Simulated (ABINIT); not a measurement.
# Quasiparticle gap of CsPbI2Br (P4/mmm) in ABINIT, part 3 of 3

Aim: the G0W0 gap of CsPbI2Br (P4/mmm) on PBE, step by step.

ABINIT 10.8.3; PBE and many-body steps on it, plane waves. Known limits of the many-body steps: not at the basis limit; no spin-orbit coupling; coarse k mesh.

So far. Step 3 (Bands along the symmetry lines): The gap is 1.485 eV, as in the run before at this level. Step 4 (Empty states on the mesh, 2×2×2 mesh, 299 bands): On this mesh the gap is 1.485 eV.

**5. Screening, 2×2×2 mesh, 273 bands, screening to 106.1 eV**

The RPA dielectric matrix is built and inverted for each q.

This step: RPA screening on PBE, plane waves, norm-conserving pseudopotentials.

Contents of run.abi:

```
acell 3*1.0 Angstrom
rprim 
  6.375296000000 0.000000000000 0.000000000000
  0.000000000000 6.375296000000 0.000000000000
  0.000000000000 0.000000000000 5.962220000000
ntypat 4
znucl 55 82 53 35
natom 5
typat 1 2 3 3 4
xred 
  0.500000000000 0.500000000000 0.500000000000
  0.000000000000 0.000000000000 0.000000000000
  0.000000000000 0.500000000000 0.000000000000
  0.500000000000 0.000000000000 0.000000000000
  0.000000000000 0.000000000000 0.500000000000
pp_dirpath "pseudos"
pseudos "Cs.upf, Pb.upf, I.upf, Br.upf"
ecut 34
ngkpt 2 2 2
nshiftk 1
shiftk 0 0 0
kptopt 1
chksymbreak 0
istwfk *1
occopt 1
irdwfk 1
optdriver 3
nband 273
ecuteps 3.9
inclvkb 2
awtr 1
symchi 1
indata_prefix "in"
outdata_prefix "out"
tmpdata_prefix "tmp"
```

Launch:

```console
OMP_NUM_THREADS=1 mpirun -n 8 abinit run.abi > log
```

Numbers of over 12 decimals in the logs are rounded to 6 here.

The log of the run:

```text
.Version 10.8.3 of ABINIT. v10.8.2 released Aug 2026.

 Symmetries : space group P4/m m m (#123); Bravais tP (primitive tetrag.)
[... echo of the input left out ...]
== DATASET  1 ==================================================================
-   mpi_nproc: 8, omp_nthreads: 1 (-1 if OMP is not activated)

--- !DatasetInfo
iteration_state: {dtset: 1, }
dimensions: {natom: 5, nkpt: 6, mband: 273, nsppol: 1, nspinor: 1, nspden: 1, mpw: 15544, }
cutoff_energies: {ecut:  34.0, pawecutdg:  -1.0, }
electrons: {nelect:   9.80000000E+01, charge:   0.00000000E+00, occopt:   1.00000000E+00, tsmear:   1.00000000E-02, }

 SCREENING: Calculation of the susceptibility and dielectric matrices

 Based on a program developped by R.W. Godby, V. Olevano, G. Onida, and L. Reining.
 Incorporated in ABINIT by V. Olevano, G.-M. Rignanese, and M. Torrent.
.Using double precision arithmetic ; gwpc =  8

[... cell and pseudopotentials left out ...]
--------------------------------------------------------------------------------

 ==== K-mesh for the wavefunctions ====
 Number of points in the irreducible wedge :     6
[... list of points left out ...]
 Together with 16 symmetry operations and time-reversal symmetry
 yields     8 points in the full Brillouin Zone.

 ==== Q-mesh for the screening function ====
 Number of points in the irreducible wedge :     6
[... list of points left out ...]
 Together with 16 symmetry operations and time-reversal symmetry
 yields     8 points in the full Brillouin Zone.

 setmesh: FFT mesh size selected  =    45x   45x   40
          total number of points  =        81000

 vcoul_init : cutoff-mode = AUXILIARY_FUNCTION
 q-points for optical limit:   1
     1)      0.000010    0.000020    0.000030

- screening: taking advantage of time-reversal symmetry
- Maximum band index for partially occupied states nbvw = 49
- Remaining bands to be divided among processors   nbcw = 224
- Number of bands treated by each node ~28

 Number of electrons calculated from density =   98.0000; Expected =   98.0000
 average of density, n =  0.059927
 r_s =    1.5852
 omega_plasma =   23.6138 [eV]

 calculating chi0 at frequencies [eV] :
  1    0.000000E+00    0.000000E+00
  2    0.000000E+00    2.361381E+01

--------------------------------------------------------------------------------
  q-point number  1        q = ( 0.000000, 0.000000, 0.000000) [r.l.u.]
--------------------------------------------------------------------------------
[... chi0 elements left out ...]
 For q-point:  0.000010 0.000020 0.000030
  dielectric constant =   9.8423
  dielectric constant without local fields =  11.1931

  Average fulfillment of the sum rule on Im[epsilon] for q-point    1 :     59.88  [%]
[... wings left out ...]
  q-point number  2        q = ( 0.500000, 0.000000, 0.000000) [r.l.u.]
--------------------------------------------------------------------------------
[... chi0 elements left out ...]
  Average fulfillment of the sum rule on Im[epsilon] for q-point    2 :     64.82  [%]

 [... 4 further q-points ...]
```

The job ended after 2.6 min (8 MPI ranks of AMD EPYC 9R45, shared host; peak memory 7.1 GiB; 21 min of CPU time).

This step gave:

```yaml
eps_infinity_with_local_fields_on_this_mesh_along_the_program_s_q_direction: 9.842
the_same_without_local_fields: 11.19
plasma_frequency: 23.61 eV
plane_waves_in_the_screening_matrix: 603
```

Local fields lower ε∞ by 12 %. On a Γ-centred mesh this coarse the value itself is usually too large, while a short band sum pulls it down.

**6. Self-energy, 2×2×2 mesh, 273 bands, screening to 106.1 eV**

The self-energy is evaluated for the states that the input lists, and the levels follow from it, in one-shot runs by the linearised quasiparticle equation.

This step: G0W0 on PBE, plane waves, norm-conserving pseudopotentials.

Changes to run.abi since step 5:

```diff
@@ -26,8 +26,17 @@
 irdwfk 1
-optdriver 3
+optdriver 4
 nband 273
+gwcalctyp 0
+ecutsigx 34
+symsigma 1
+nkptgw 2
+kptgw 
+  0.5000000000 0.5000000000 0.5000000000
+  0.0000000000 0.0000000000 0.0000000000
+bdgw 
+  48 51
+  48 51
 ecuteps 3.9
-inclvkb 2
-awtr 1
-symchi 1
+irdscr 1
+ppmodel 1
 indata_prefix "in"
```

The log of the run:

```text
.Version 10.8.3 of ABINIT. v10.8.2 released Aug 2026.

 Symmetries : space group P4/m m m (#123); Bravais tP (primitive tetrag.)
[... echo of the input left out ...]
== DATASET  1 ==================================================================
-   mpi_nproc: 8, omp_nthreads: 1 (-1 if OMP is not activated)

--- !DatasetInfo
iteration_state: {dtset: 1, }
dimensions: {natom: 5, nkpt: 6, mband: 273, nsppol: 1, nspinor: 1, nspden: 1, mpw: 15544, }
cutoff_energies: {ecut:  34.0, pawecutdg:  -1.0, }
electrons: {nelect:   9.80000000E+01, charge:   0.00000000E+00, occopt:   1.00000000E+00, tsmear:   1.00000000E-02, }

 SIGMA: Calculation of the GW corrections

 Based on a program developped by R.W. Godby, V. Olevano, G. Onida, and L. Reining.
 Incorporated in ABINIT by V. Olevano, G.-M. Rignanese, and M. Torrent.
.Using double precision arithmetic ; gwpc =  8

[... cell and pseudopotentials left out ...]
--------------------------------------------------------------------------------

 ==== K-mesh for the wavefunctions ====
 Number of points in the irreducible wedge :     6
[... list of points left out ...]
 Together with 16 symmetry operations and time-reversal symmetry
 yields     8 points in the full Brillouin Zone.

 ==== Q-mesh for screening function ====
 Number of points in the irreducible wedge :     6
[... list of points left out ...]
 Together with 16 symmetry operations and time-reversal symmetry
 yields     8 points in the full Brillouin Zone.

 vcoul_init : cutoff-mode = AUXILIARY_FUNCTION
 q-points for optical limit:   1
     1)      0.000010    0.000020    0.000030
 setmesh: FFT mesh size selected  =    64x   64x   60
          total number of points  =       245760

 Number of electrons calculated from density =   98.0000; Expected =   98.0000
 average of density, n =  0.059927
 r_s =    1.5852
 omega_plasma =   23.6138 [eV]

 === KS Band Gaps ===
  >>>> For spin  1
   Minimum direct gap =   1.4850 [eV], located at k-point      :   0.5000  0.5000  0.5000
   Fundamental gap    =   1.4850 [eV], Top of valence bands at :   0.5000  0.5000  0.5000
                                       Bottom of conduction at :   0.5000  0.5000  0.5000
 SIGMA fundamental parameters:
 PLASMON POLE MODEL  1
 number of plane-waves for SigmaX                15485
 number of plane-waves for SigmaC and W            603
 number of plane-waves for wavefunctions         15485
 number of bands                                   273
 number of independent spin polarizations            1
 number of spinorial components                      1
 number of k-points in IBZ                           6
 number of q-points in IBZ                           6
 number of symmetry operations                      16
 number of k-points in BZ                            8
 number of q-points in BZ                            8
 number of frequencies for dSigma/dE                 9
 frequency step for dSigma/dE [eV]                0.25
 number of omega for Sigma on real axis              0
 max omega for Sigma on real axis  [eV]           0.00
 zcut for avoiding poles [eV]                     0.10

 EPSILON^-1 parameters (SCR file):
 dimension of the eps^-1 matrix on file            603
 dimension of the eps^-1 matrix used               603
 number of plane-waves for wavefunctions         15485
 number of bands                                   273
 number of q-points in IBZ                           6
 number of frequencies                               2
 number of real frequencies                          1
 number of imag frequencies                          1

 matrix elements of self-energy operator (all in [eV])

 Perturbative Calculation

--- !SelfEnergy_ee
iteration_state: {dtset: 1, }
kpoint     : [   0.500,    0.500,    0.500, ]
spin       : 1
KS_gap     :    1.485
QP_gap     :    2.551
Delta_QP_KS:    1.066
data: !SigmaeeData |
     Band     E0 <VxcDFT>   SigX SigC(E0)      Z dSigC/dE  Sig(E)    E-E0       E
       48   1.529 -13.323 -16.141   2.040   0.790  -0.266 -13.938  -0.615   0.914
       49   2.392 -14.634 -16.789   1.538   0.798  -0.253 -15.126  -0.492   1.900
       50   3.877 -10.437  -6.670  -3.060   0.811  -0.233  -9.863   0.574   4.451
       51   3.877 -10.437  -6.670  -3.060   0.811  -0.233  -9.863   0.574   4.451

--- !SelfEnergy_ee
iteration_state: {dtset: 1, }
kpoint     : [   0.000,    0.000,    0.000, ]
spin       : 1
KS_gap     :    4.435
QP_gap     :    5.300
Delta_QP_KS:    0.864
data: !SigmaeeData |
     Band     E0 <VxcDFT>   SigX SigC(E0)      Z dSigC/dE  Sig(E)    E-E0       E
       48   1.118 -13.026 -16.044   2.116   0.788  -0.269 -13.736  -0.711   0.407
       49   1.118 -13.026 -16.044   2.116   0.788  -0.269 -13.736  -0.711   0.407
       50   5.553  -6.170  -2.807  -3.179   0.839  -0.192  -6.016   0.154   5.707
       51   6.453  -6.173  -2.737  -3.121   0.839  -0.193  -5.909   0.265   6.717

== END DATASET(S) ==============================================================
================================================================================

 -outvars: echo values of variables after computation  --------
           etotal      0.0000000000E+00
            nband         273
             nkpt           6
          spgroup         123
 [... the other variables as echoed above ...]

 Calculation completed.
```

Wall time 27 s (8 MPI ranks); peak memory 4.6 GiB; 3.5 min of CPU time.

This step gave:

| Quantity | Value |
| --- | --- |
| G0W0 gap on the points computed | 2.551 eV |
| starting gap on the mesh | 1.485 eV |
| k of the valence top | 0.5, 0.5, 0.5 |
| k of the conduction bottom | 0.5, 0.5, 0.5 |
| Z at the valence top | 0.798 |
| Z at the conduction bottom | 0.811 |
| least direct G0W0 gap on the computed points | 2.551 eV |

The gap on the mesh goes from 1.48 eV to 2.55 eV, a correction of +1.07 eV.

Limits: finite bands, cutoff and mesh; no spin-orbit coupling; coarse k mesh. v1 is the top filled band, c1 the lowest empty one. The levels before and after the correction (eV, zero at the valence-band top of each column):

|  | conduction bottom | valence top |
| --- | --- | --- |
| Kohn-Sham | 1.48 | 0.00 |
| G0W0 | 2.55 | 0.00 |

```
                         level  energy (eV)
Kohn-Sham     (0.5 0.5 0.5) v2       -0.863
Kohn-Sham     (0.5 0.5 0.5) v1        0.000
Kohn-Sham  (0.5 0.5 0.5) c1-c2        1.485
     G0W0     (0.5 0.5 0.5) v2       -0.986
     G0W0     (0.5 0.5 0.5) v1        0.000
     G0W0  (0.5 0.5 0.5) c1-c2        2.551
```

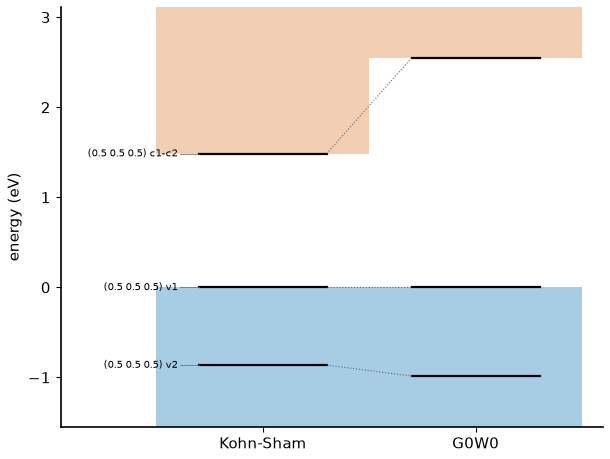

Levels before and after the correction. Shaded: valence and conduction bands.

**7. Where the time went**

Times are wall times on 8 MPI ranks of AMD EPYC 9R45, shared host, good to a factor of about two.

```
                          step     time  share  memory (GiB)
                  ground state  2.8 min   18 %           1.3
bands along the symmetry lines  4.4 min   28 %           1.8
      empty states on the mesh  5.2 min   34 %           1.3
                     screening  2.6 min   17 %           7.1
                   self-energy     27 s    3 %           4.6
```

**8. Summary of results**

```
PBE gap              : 1.48 eV, direct
G0W0 gap on the mesh : 2.55 eV
GW settings          : 2×2×2 mesh, 273 bands, screening to 106.1 eV, Godby-Needs plasmon pole
known limits         : not at the basis limit; no spin-orbit coupling; coarse k mesh
```

What this shows: G0W0 moves the gap on the mesh from 1.48 eV to 2.55 eV (+1.07 eV), with Z of 0.80 and 0.81 at the edges. Local fields lower the RPA ε∞ on this mesh from 11.19 to 9.84; a Γ-centred mesh this coarse tends to raise both, most where the direct gap is narrow, while a short band sum lowers them. Only 2 of the mesh's irreducible points were corrected, so a valley elsewhere could overtake. Bands and cutoff are finite, so the gap is not at the basis limit. The miss can reach some tenths of an eV and take either sign; the mesh is an error of its own. In the G0W0 run levels were corrected at 2 k points alone, so a gap called «on the mesh» is the least over those, and an edge elsewhere would be missed. The 2×2×2 mesh is coarse for this cell, which bears on the long-range parts of exchange and screening. Where an edge is built on 6p states of lead, bismuth or thallium, scalar-relativistic gaps usually stand too wide, by a few tenths to over one eV. The many-body steps are scalar-relativistic: spin-orbit coupling is not in them.

[Paths, hosts, dates, memory and timing lines, banners, echoed tables and standing remarks are left out of the program output.]

[Logs are printed without paths, hosts, clocks, repeated set-up lines and the standing remarks that a program may print on its own settings, such as how far it seeks lower states.]

[Runs of the session that timed out or met a known fault of the program may be left out.]

[Hosts, paths, dates, database ids (printed as entryN), source tags and the programs' standing remarks are cut or masked in the printed files.]

[G0W0 gaps are taken among the corrected bands and points alone; a level outside them can change the order at an edge.]

[Where Ansatz stands beside ABINIT at settings called matched, ABINIT's density can come from a denser mesh and the files from another edition; pairs whose starting gaps differed by over 0.03 eV were left out, so agreement reads better than it is.]
